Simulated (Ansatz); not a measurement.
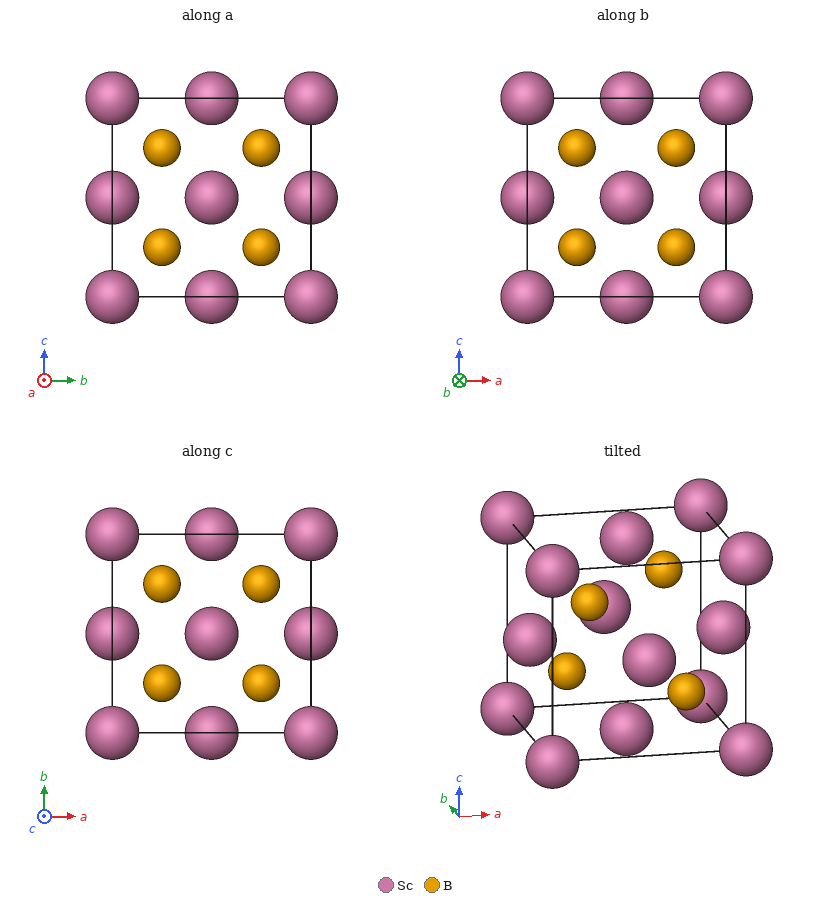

An orthographic spheres-only view of the structure, along the a axis, along the b axis, along the c axis and slightly off an axis. Lines trace the edges of the conventional unit cell.

Lattice parameters: a = 5.3909 Å, b = 5.3909 Å, c = 5.3909 Å, α = 90.000°, β = 90.000°, γ = 90.000°.

Put the structure into a CIF with its space group and independent sites.

```cif
data_structure
_symmetry_space_group_name_H-M 'F -4 3 m'
_symmetry_Int_Tables_number 216
_cell_length_a 5.3909
_cell_length_b 5.3909
_cell_length_c 5.3909
_cell_angle_alpha 90.000
_cell_angle_beta 90.000
_cell_angle_gamma 90.000
_cell_volume 156.67
loop_
_atom_site_label
_atom_site_type_symbol
_atom_site_symmetry_multiplicity
_atom_site_Wyckoff_symbol
_atom_site_fract_x
_atom_site_fract_y
_atom_site_fract_z
_atom_site_occupancy
Sc1 Sc 4 a 0.0000 0.0000 0.0000 1
B1 B 4 d 0.2500 0.2500 0.7500 1
```

The initial geometry was a structure type filled with these elements by a generator (whether the compound takes this form wasn't checked). The picture shows the end point of a geometry optimisation with DFT r2SCAN, scalar-relativistic, plane waves, PAW in Ansatz 0.2.0.
